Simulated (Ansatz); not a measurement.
Molecular dynamics of TaH$_{4}$ClO$_{3}$F$_{2}$ (part 2 of 5)

Continued. System: TaH$_{4}$ClO$_{3}$F$_{2}$. Method: RKS PBE0-D4/def2-SVP (Ansatz 0.2.0). It belongs to a series of runs on one base structure; here: dynamics from the highest image of the converged band.

Geometry of the input (Å):
```
Ta -0.3318  0.4029  -0.2239
F  1.7725  -0.4936  -0.1067
F  0.1097  0.7972  1.5763
O  -0.3072  -0.0739  -2.0468
H  -0.1062  -0.6085  -2.8154
Cl -2.2221  1.7132  -0.2958
O  -0.8815  -1.3078  0.3440
H  -0.6228  -1.8238  1.1145
O  1.2402  1.6661  -0.5857
H  1.3411  2.0175  -1.4784
H  1.9369  0.5068  -0.3293
```

Log, continued
```
md step   120: t =    60.00 fs  T =    49.2 K  F+E_penalty+E_count = -25693.61801241 eV  E_kin = 0.057193 eV  conserved = -25693.56081988 eV  (35 SCF iters)
md step   121: t =    60.50 fs  T =    47.2 K  F+E_penalty+E_count = -25693.61564606 eV  E_kin = 0.054907 eV  conserved = -25693.56073879 eV  (34 SCF iters)
md step   122: t =    61.00 fs  T =    46.2 K  F+E_penalty+E_count = -25693.61438653 eV  E_kin = 0.053696 eV  conserved = -25693.56069084 eV  (34 SCF iters)
md step   123: t =    61.50 fs  T =    46.7 K  F+E_penalty+E_count = -25693.61498907 eV  E_kin = 0.054294 eV  conserved = -25693.56069500 eV  (34 SCF iters)
md step   124: t =    62.00 fs  T =    48.7 K  F+E_penalty+E_count = -25693.61739125 eV  E_kin = 0.056643 eV  conserved = -25693.56074863 eV  (34 SCF iters)
md step   125: t =    62.50 fs  T =    51.5 K  F+E_penalty+E_count = -25693.62075761 eV  E_kin = 0.059930 eV  conserved = -25693.56082781 eV  (33 SCF iters)
md step   126: t =    63.00 fs  T =    54.1 K  F+E_penalty+E_count = -25693.62385457 eV  E_kin = 0.062958 eV  conserved = -25693.56089634 eV  (33 SCF iters)
md step   127: t =    63.50 fs  T =    55.6 K  F+E_penalty+E_count = -25693.62561732 eV  E_kin = 0.064696 eV  conserved = -25693.56092123 eV  (33 SCF iters)
md step   128: t =    64.00 fs  T =    55.7 K  F+E_penalty+E_count = -25693.62566137 eV  E_kin = 0.064772 eV  conserved = -25693.56088959 eV  (34 SCF iters)
md step   129: t =    64.50 fs  T =    54.7 K  F+E_penalty+E_count = -25693.62447419 eV  E_kin = 0.063656 eV  conserved = -25693.56081809 eV  (33 SCF iters)
md step   130: t =    65.00 fs  T =    53.6 K  F+E_penalty+E_count = -25693.62315611 eV  E_kin = 0.062411 eV  conserved = -25693.56074534 eV  (33 SCF iters)
md step   131: t =    65.50 fs  T =    53.4 K  F+E_penalty+E_count = -25693.62282423 eV  E_kin = 0.062113 eV  conserved = -25693.56071128 eV  (31 SCF iters)
md step   132: t =    66.00 fs  T =    54.4 K  F+E_penalty+E_count = -25693.62400356 eV  E_kin = 0.063271 eV  conserved = -25693.56073274 eV  (33 SCF iters)
md step   133: t =    66.50 fs  T =    56.4 K  F+E_penalty+E_count = -25693.62637190 eV  E_kin = 0.065579 eV  conserved = -25693.56079276 eV  (33 SCF iters)
md step   134: t =    67.00 fs  T =    58.6 K  F+E_penalty+E_count = -25693.62901257 eV  E_kin = 0.068159 eV  conserved = -25693.56085374 eV  (33 SCF iters)
md step   135: t =    67.50 fs  T =    60.3 K  F+E_penalty+E_count = -25693.63098083 eV  E_kin = 0.070097 eV  conserved = -25693.56088408 eV  (33 SCF iters)
md step   136: t =    68.00 fs  T =    61.0 K  F+E_penalty+E_count = -25693.63178902 eV  E_kin = 0.070913 eV  conserved = -25693.56087620 eV  (33 SCF iters)
md step   137: t =    68.50 fs  T =    60.8 K  F+E_penalty+E_count = -25693.63153598 eV  E_kin = 0.070692 eV  conserved = -25693.56084388 eV  (33 SCF iters)
md step   138: t =    69.00 fs  T =    60.1 K  F+E_penalty+E_count = -25693.63071226 eV  E_kin = 0.069906 eV  conserved = -25693.56080638 eV  (33 SCF iters)
md step   139: t =    69.50 fs  T =    59.4 K  F+E_penalty+E_count = -25693.62990289 eV  E_kin = 0.069125 eV  conserved = -25693.56077823 eV  (33 SCF iters)
md step   140: t =    70.00 fs  T =    59.1 K  F+E_penalty+E_count = -25693.62954835 eV  E_kin = 0.068780 eV  conserved = -25693.56076871 eV  (33 SCF iters)
md step   141: t =    70.50 fs  T =    59.3 K  F+E_penalty+E_count = -25693.62978966 eV  E_kin = 0.069007 eV  conserved = -25693.56078261 eV  (33 SCF iters)
md step   142: t =    71.00 fs  T =    59.8 K  F+E_penalty+E_count = -25693.63040247 eV  E_kin = 0.069587 eV  conserved = -25693.56081511 eV  (33 SCF iters)
md step   143: t =    71.50 fs  T =    60.2 K  F+E_penalty+E_count = -25693.63088372 eV  E_kin = 0.070035 eV  conserved = -25693.56084911 eV  (33 SCF iters)
md step   144: t =    72.00 fs  T =    60.0 K  F+E_penalty+E_count = -25693.63071713 eV  E_kin = 0.069854 eV  conserved = -25693.56086334 eV  (33 SCF iters)
md step   145: t =    72.50 fs  T =    59.2 K  F+E_penalty+E_count = -25693.62969886 eV  E_kin = 0.068853 eV  conserved = -25693.56084588 eV  (33 SCF iters)
md step   146: t =    73.00 fs  T =    57.9 K  F+E_penalty+E_count = -25693.62811008 eV  E_kin = 0.067305 eV  conserved = -25693.56080501 eV  (33 SCF iters)
md step   147: t =    73.50 fs  T =    56.6 K  F+E_penalty+E_count = -25693.62658227 eV  E_kin = 0.065816 eV  conserved = -25693.56076645 eV  (33 SCF iters)
md step   148: t =    74.00 fs  T =    55.8 K  F+E_penalty+E_count = -25693.62570528 eV  E_kin = 0.064949 eV  conserved = -25693.56075644 eV  (34 SCF iters)
md step   149: t =    74.50 fs  T =    55.7 K  F+E_penalty+E_count = -25693.62563338 eV  E_kin = 0.064851 eV  conserved = -25693.56078209 eV  (33 SCF iters)
md step   150: t =    75.00 fs  T =    56.0 K  F+E_penalty+E_count = -25693.62598002 eV  E_kin = 0.065155 eV  conserved = -25693.56082526 eV  (31 SCF iters)
md step   151: t =    75.50 fs  T =    56.1 K  F+E_penalty+E_count = -25693.62608894 eV  E_kin = 0.065232 eV  conserved = -25693.56085678 eV  (34 SCF iters)
md step   152: t =    76.00 fs  T =    55.5 K  F+E_penalty+E_count = -25693.62547073 eV  E_kin = 0.064612 eV  conserved = -25693.56085902 eV  (33 SCF iters)
md step   153: t =    76.50 fs  T =    54.4 K  F+E_penalty+E_count = -25693.62407590 eV  E_kin = 0.063240 eV  conserved = -25693.56083568 eV  (33 SCF iters)
md step   154: t =    77.00 fs  T =    52.8 K  F+E_penalty+E_count = -25693.62225395 eV  E_kin = 0.061451 eV  conserved = -25693.56080269 eV  (34 SCF iters)
md step   155: t =    77.50 fs  T =    51.4 K  F+E_penalty+E_count = -25693.62052071 eV  E_kin = 0.059747 eV  conserved = -25693.56077380 eV  (34 SCF iters)
md step   156: t =    78.00 fs  T =    50.4 K  F+E_penalty+E_count = -25693.61933694 eV  E_kin = 0.058580 eV  conserved = -25693.56075744 eV  (34 SCF iters)
md step   157: t =    78.50 fs  T =    50.0 K  F+E_penalty+E_count = -25693.61896172 eV  E_kin = 0.058201 eV  conserved = -25693.56076037 eV  (34 SCF iters)
md step   158: t =    79.00 fs  T =    50.3 K  F+E_penalty+E_count = -25693.61933998 eV  E_kin = 0.058553 eV  conserved = -25693.56078723 eV  (35 SCF iters)
md step   159: t =    79.50 fs  T =    50.9 K  F+E_penalty+E_count = -25693.62004532 eV  E_kin = 0.059214 eV  conserved = -25693.56083115 eV  (34 SCF iters)
md step   160: t =    80.00 fs  T =    51.2 K  F+E_penalty+E_count = -25693.62040031 eV  E_kin = 0.059530 eV  conserved = -25693.56087028 eV  (34 SCF iters)
md step   161: t =    80.50 fs  T =    50.7 K  F+E_penalty+E_count = -25693.61981545 eV  E_kin = 0.058937 eV  conserved = -25693.56087850 eV  (34 SCF iters)
md step   162: t =    81.00 fs  T =    49.3 K  F+E_penalty+E_count = -25693.61817949 eV  E_kin = 0.057335 eV  conserved = -25693.56084478 eV  (34 SCF iters)
md step   163: t =    81.50 fs  T =    47.5 K  F+E_penalty+E_count = -25693.61601525 eV  E_kin = 0.055230 eV  conserved = -25693.56078520 eV  (34 SCF iters)
md step   164: t =    82.00 fs  T =    46.0 K  F+E_penalty+E_count = -25693.61423257 eV  E_kin = 0.053498 eV  conserved = -25693.56073487 eV  (35 SCF iters)
md step   165: t =    82.50 fs  T =    45.4 K  F+E_penalty+E_count = -25693.61359700 eV  E_kin = 0.052872 eV  conserved = -25693.56072516 eV  (34 SCF iters)
md step   166: t =    83.00 fs  T =    46.0 K  F+E_penalty+E_count = -25693.61426082 eV  E_kin = 0.053500 eV  conserved = -25693.56076129 eV  (35 SCF iters)
md step   167: t =    83.50 fs  T =    47.2 K  F+E_penalty+E_count = -25693.61568429 eV  E_kin = 0.054865 eV  conserved = -25693.56081894 eV  (34 SCF iters)
md step   168: t =    84.00 fs  T =    48.2 K  F+E_penalty+E_count = -25693.61698917 eV  E_kin = 0.056124 eV  conserved = -25693.56086515 eV  (34 SCF iters)
md step   169: t =    84.50 fs  T =    48.6 K  F+E_penalty+E_count = -25693.61745635 eV  E_kin = 0.056576 eV  conserved = -25693.56088080 eV  (30 SCF iters)
md step   170: t =    85.00 fs  T =    48.1 K  F+E_penalty+E_count = -25693.61682842 eV  E_kin = 0.055961 eV  conserved = -25693.56086745 eV  (35 SCF iters)
md step   171: t =    85.50 fs  T =    46.8 K  F+E_penalty+E_count = -25693.61530941 eV  E_kin = 0.054474 eV  conserved = -25693.56083525 eV  (34 SCF iters)
md step   172: t =    86.00 fs  T =    45.2 K  F+E_penalty+E_count = -25693.61341212 eV  E_kin = 0.052618 eV  conserved = -25693.56079404 eV  (34 SCF iters)
md step   173: t =    86.50 fs  T =    43.9 K  F+E_penalty+E_count = -25693.61179527 eV  E_kin = 0.051041 eV  conserved = -25693.56075409 eV  (34 SCF iters)
md step   174: t =    87.00 fs  T =    43.3 K  F+E_penalty+E_count = -25693.61108030 eV  E_kin = 0.050348 eV  conserved = -25693.56073220 eV  (34 SCF iters)
md step   175: t =    87.50 fs  T =    43.7 K  F+E_penalty+E_count = -25693.61158789 eV  E_kin = 0.050843 eV  conserved = -25693.56074528 eV  (34 SCF iters)
md step   176: t =    88.00 fs  T =    45.0 K  F+E_penalty+E_count = -25693.61309555 eV  E_kin = 0.052301 eV  conserved = -25693.56079418 eV  (34 SCF iters)
md step   177: t =    88.50 fs  T =    46.4 K  F+E_penalty+E_count = -25693.61484092 eV  E_kin = 0.053985 eV  conserved = -25693.56085621 eV  (35 SCF iters)
md step   178: t =    89.00 fs  T =    47.3 K  F+E_penalty+E_count = -25693.61587369 eV  E_kin = 0.054977 eV  conserved = -25693.56089643 eV  (34 SCF iters)
md step   179: t =    89.50 fs  T =    47.0 K  F+E_penalty+E_count = -25693.61558278 eV  E_kin = 0.054692 eV  conserved = -25693.56089114 eV  (35 SCF iters)
md step   180: t =    90.00 fs  T =    45.7 K  F+E_penalty+E_count = -25693.61405367 eV  E_kin = 0.053210 eV  conserved = -25693.56084413 eV  (34 SCF iters)
md step   181: t =    90.50 fs  T =    44.0 K  F+E_penalty+E_count = -25693.61200956 eV  E_kin = 0.051225 eV  conserved = -25693.56078436 eV  (34 SCF iters)
md step   182: t =    91.00 fs  T =    42.7 K  F+E_penalty+E_count = -25693.61037632 eV  E_kin = 0.049631 eV  conserved = -25693.56074522 eV  (34 SCF iters)
md step   183: t =    91.50 fs  T =    42.1 K  F+E_penalty+E_count = -25693.60977486 eV  E_kin = 0.049032 eV  conserved = -25693.56074282 eV  (34 SCF iters)
md step   184: t =    92.00 fs  T =    42.5 K  F+E_penalty+E_count = -25693.61026562 eV  E_kin = 0.049495 eV  conserved = -25693.56077019 eV  (34 SCF iters)
md step   185: t =    92.50 fs  T =    43.5 K  F+E_penalty+E_count = -25693.61143818 eV  E_kin = 0.050629 eV  conserved = -25693.56080939 eV  (33 SCF iters)
md step   186: t =    93.00 fs  T =    44.6 K  F+E_penalty+E_count = -25693.61267602 eV  E_kin = 0.051830 eV  conserved = -25693.56084619 eV  (33 SCF iters)
md step   187: t =    93.50 fs  T =    45.1 K  F+E_penalty+E_count = -25693.61338656 eV  E_kin = 0.052515 eV  conserved = -25693.56087191 eV  (32 SCF iters)
md step   188: t =    94.00 fs  T =    44.9 K  F+E_penalty+E_count = -25693.61315623 eV  E_kin = 0.052279 eV  conserved = -25693.56087728 eV  (33 SCF iters)
md step   189: t =    94.50 fs  T =    43.9 K  F+E_penalty+E_count = -25693.61190097 eV  E_kin = 0.051047 eV  conserved = -25693.56085386 eV  (33 SCF iters)
md step   190: t =    95.00 fs  T =    42.3 K  F+E_penalty+E_count = -25693.60998331 eV  E_kin = 0.049178 eV  conserved = -25693.56080573 eV  (33 SCF iters)
md step   191: t =    95.50 fs  T =    40.7 K  F+E_penalty+E_count = -25693.60813483 eV  E_kin = 0.047379 eV  conserved = -25693.56075577 eV  (33 SCF iters)
md step   192: t =    96.00 fs  T =    39.9 K  F+E_penalty+E_count = -25693.60710591 eV  E_kin = 0.046372 eV  conserved = -25693.56073374 eV  (33 SCF iters)
md step   193: t =    96.50 fs  T =    39.9 K  F+E_penalty+E_count = -25693.60722329 eV  E_kin = 0.046469 eV  conserved = -25693.56075392 eV  (33 SCF iters)
md step   194: t =    97.00 fs  T =    40.7 K  F+E_penalty+E_count = -25693.60818088 eV  E_kin = 0.047378 eV  conserved = -25693.56080306 eV  (33 SCF iters)
md step   195: t =    97.50 fs  T =    41.6 K  F+E_penalty+E_count = -25693.60923667 eV  E_kin = 0.048386 eV  conserved = -25693.56085031 eV  (33 SCF iters)
md step   196: t =    98.00 fs  T =    42.0 K  F+E_penalty+E_count = -25693.60967387 eV  E_kin = 0.048804 eV  conserved = -25693.56086957 eV  (33 SCF iters)
md step   197: t =    98.50 fs  T =    41.6 K  F+E_penalty+E_count = -25693.60919550 eV  E_kin = 0.048339 eV  conserved = -25693.56085606 eV  (33 SCF iters)
md step   198: t =    99.00 fs  T =    40.6 K  F+E_penalty+E_count = -25693.60800571 eV  E_kin = 0.047181 eV  conserved = -25693.56082460 eV  (35 SCF iters)
md step   199: t =    99.50 fs  T =    39.4 K  F+E_penalty+E_count = -25693.60659595 eV  E_kin = 0.045802 eV  conserved = -25693.56079409 eV  (34 SCF iters)
these checks for a lower state are left out or cut short: starts, cluster_reference, orbital_swaps, neighbouring_geometries, increment
1433 factors; integrals over basis functions are off by at most 3.6e-4 eV
mean field -25693.39196288 eV, -944.2147390292 hartree, gradient 2.4e-5 eV, S^2 0.000000; 0 other end points of the search recorded, 0 dependent functions left out
the calculation of the forces begins
reference -25693.39201556 eV, -944.2147409652 hartree; 38, 38 occupied and 102, 102 virtual orbitals, 1433 factors
1433 factors; integrals over basis functions are off by at most 3.6e-4 eV
mean field evaluation 1632: about -25693.3920 eV, gradient 6.8e-3 eV
mean field -25693.39196288 eV, -944.2147390292 hartree, gradient 2.4e-5 eV, S^2 0.000000; 1 other end points of the search recorded, 0 dependent functions left out
the calculation of the forces begins
reference -25693.39201556 eV, -944.2147409652 hartree; 38, 38 occupied and 102, 102 virtual orbitals, 1433 factors
md step   200: t =   100.00 fs  T =    38.4 K  F+E_penalty+E_count = -25693.60545995 eV  E_kin = 0.044686 eV  conserved = -25693.56077382 eV  (32 SCF iters)
```

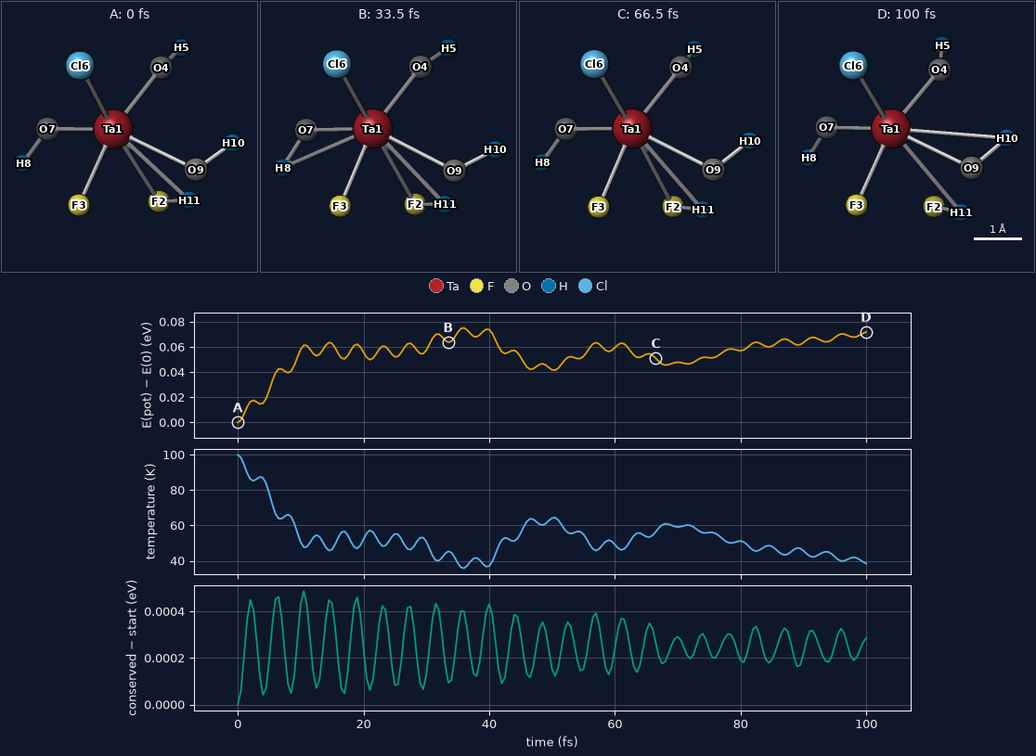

Fig. 1: Frames of the molecular dynamics (ball-and-stick, seen at a tilt) above the curves, on which the letters mark them. The trajectory kept here has 201 frames over 100 fs. The temperature starts at 100 K, ranges from 36 to 100 K and averages 51 K over the second half. The potential energy ends 0.072 eV above its first value. The conserved quantity stays within 0.00049 eV. After an unweighted best fit of the last frame on the first, the root-mean-square displacement is 0.19 Å, and H11 has moved furthest (0.30 Å).

```
Total energy: -25693.60551263 eV, -944.2225868379 hartree
Atom 0 at    -0.337543     0.442345    -0.231086 Å, force     0.047099    -0.344206     0.485626 eV/Å
Atom 1 at     1.873944    -0.678218    -0.052060 Å, force    -0.123514    -0.196264     0.196281 eV/Å
Atom 2 at     0.113250     0.826590     1.571162 Å, force     0.124173    -0.080661     0.106649 eV/Å
Atom 3 at    -0.245853    -0.086640    -2.038886 Å, force    -0.079999     0.196843    -0.391064 eV/Å
Atom 4 at    -0.344338    -0.813691    -2.648925 Å, force     0.024531    -0.195962    -0.161325 eV/Å
Atom 5 at    -2.267482     1.644124    -0.258087 Å, force    -0.335749     0.288122    -0.137286 eV/Å
Atom 6 at    -0.872027    -1.287445     0.294144 Å, force    -0.185450     0.304381    -0.228588 eV/Å
Atom 7 at    -0.515824    -1.961236     0.861988 Å, force     0.219246    -0.430531     0.372326 eV/Å
Atom 8 at     1.209559     1.602368    -0.606418 Å, force     0.146258     0.267061    -0.694074 eV/Å
Atom 9 at     1.287972     1.785532    -1.565970 Å, force     0.089690    -0.086807     0.640530 eV/Å
Atom 10 at     2.122165     0.236682    -0.139166 Å, force     0.073715     0.278024    -0.189076 eV/Å
Dipole moment:     0.268566    -0.442980    -0.607780 e Å
```

Trajectory as extended XYZ (Å, eV, eV/Å), 68 of the 201 frames kept, from step=0 to step=200
```
11
Properties=species:S:1:pos:R:3:forces:R:3 step=0 time_fs=0.0 energy=-25693.67739 temperature=100.0
Ta   -0.3318    0.4029   -0.2239   -0.0027  -0.0034   0.0013
F     1.7725   -0.4936   -0.1067   -0.0035  -0.0119   0.0024
F     0.1097    0.7972    1.5763    0.0004   0.0011  -0.0009
O    -0.3072   -0.0739   -2.0468    0.0037  -0.0021   0.0006
H    -0.1062   -0.6085   -2.8154   -0.0023   0.0024  -0.0019
Cl   -2.2221    1.7132   -0.2958   -0.0015   0.0007  -0.0002
O    -0.8815   -1.3078    0.3440   -0.0002   0.0021  -0.0004
H    -0.6228   -1.8238    1.1145    0.0013  -0.0020   0.0010
O     1.2402    1.6661   -0.5857    0.0006   0.0062   0.0014
H     1.3411    2.0175   -1.4784    0.0002  -0.0024  -0.0015
H     1.9369    0.5068   -0.3293    0.0040   0.0093  -0.0017
11
Properties=species:S:1:pos:R:3:forces:R:3 step=3 time_fs=1.5 energy=-25693.66483 temperature=89.5
Ta   -0.3330    0.4035   -0.2252    0.1550   0.0143   0.2652
F     1.7734   -0.4972   -0.1015   -0.0289   0.1920  -0.1034
F     0.1151    0.7941    1.5783   -0.0415   0.0052  -0.0987
O    -0.3077   -0.0749   -2.0427   -0.1214   0.3437   0.4167
H    -0.1047   -0.5854   -2.8131    0.1358  -0.3531  -0.5358
Cl   -2.2232    1.7107   -0.2956   -0.0256   0.0242   0.0005
O    -0.8796   -1.3047    0.3440    0.1066  -0.3460   0.4588
H    -0.6175   -1.8187    1.1283   -0.1425   0.3021  -0.4504
O     1.2465    1.6684   -0.5853   -0.0857  -0.3247   0.5272
H     1.3331    2.0104   -1.4713    0.0856   0.2364  -0.5684
H     1.9353    0.5098   -0.3429   -0.0376  -0.0941   0.0884
11
Properties=species:S:1:pos:R:3:forces:R:3 step=6 time_fs=3.0 energy=-25693.66113 temperature=86.3
Ta   -0.3341    0.4042   -0.2264    0.3028   0.0455   0.5170
F     1.7743   -0.5006   -0.0963   -0.0572   0.3350  -0.1944
F     0.1205    0.7911    1.5801   -0.0814   0.0087  -0.1877
O    -0.3082   -0.0754   -2.0382   -0.0809   0.2440   0.1625
H    -0.1005   -0.5691   -2.8212    0.1047  -0.2683  -0.4140
Cl   -2.2243    1.7082   -0.2953   -0.0515   0.0481   0.0018
O    -0.8775   -1.3021    0.3446    0.0620  -0.3644   0.4408
H    -0.6149   -1.8078    1.1333   -0.1296   0.2767  -0.4196
O     1.2527    1.6703   -0.5843   -0.1067  -0.3762   0.3963
H     1.3267    2.0080   -1.4752    0.0918   0.2059  -0.4679
H     1.9329    0.5109   -0.3545   -0.0540  -0.1549   0.1653
11
Properties=species:S:1:pos:R:3:forces:R:3 step=9 time_fs=4.5 energy=-25693.65846 temperature=83.8
Ta   -0.3352    0.4049   -0.2276    0.4345   0.1008   0.7405
F     1.7751   -0.5037   -0.0914   -0.0866   0.3991  -0.2586
F     0.1258    0.7880    1.5817   -0.1178   0.0106  -0.2656
O    -0.3089   -0.0756   -2.0334    0.0878  -0.1495  -0.5982
H    -0.0944   -0.5580   -2.8374   -0.0586   0.1051   0.2097
Cl   -2.2254    1.7058   -0.2951   -0.0776   0.0708   0.0036
O    -0.8753   -1.2999    0.3458   -0.1232  -0.0868  -0.0329
H    -0.6149   -1.7913    1.1300    0.0307  -0.0445   0.0720
O     1.2587    1.6718   -0.5828   -0.1106  -0.2047  -0.2636
H     1.3223    2.0096   -1.4884    0.0550  -0.0348   0.1766
H     1.9294    0.5087   -0.3627   -0.0336  -0.1661   0.2164
```
